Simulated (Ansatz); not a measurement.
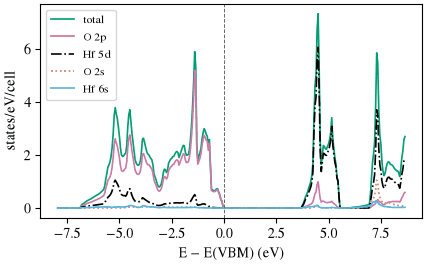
*Total and projected density of states of HfO2 (fluorite, space group No. 225), LDA in the plane-wave PAW code Ansatz*

Problem. Which orbitals carry the states next to the gap?

Solution. Top 1 eV of the valence band: O 2p 93 %. Bottom 1 eV of the conduction band: Hf 5d 83 %, O 2p 13 %. Projections are on Löwdin-orthogonalised atomic valence shells; empty p or d shells of many metals are not among them.

Problem. Where is the tallest occupied peak in this window, and what makes it?

Solution. Near -1.4 eV, about 5.9 states/eV per cell; the largest projected share is O 2p.

Space group Fm-3m (fluorite). This is a known high-temperature phase of the composition, computed here at zero pressure and temperature. The LDA relaxation kept the symmetry of its start. At this level the phase is dynamically unstable (imaginary phonons). The run is not spin-polarised. Scalar-relativistic: spin–orbit coupling is off unless named, which matters more the heavier the elements.

Potentials: the earlier of the program's two PAW sets. The files were generated under PBE; for other functionals the program regenerates the frozen cores, and for LDA and PBEsol the local potential too.
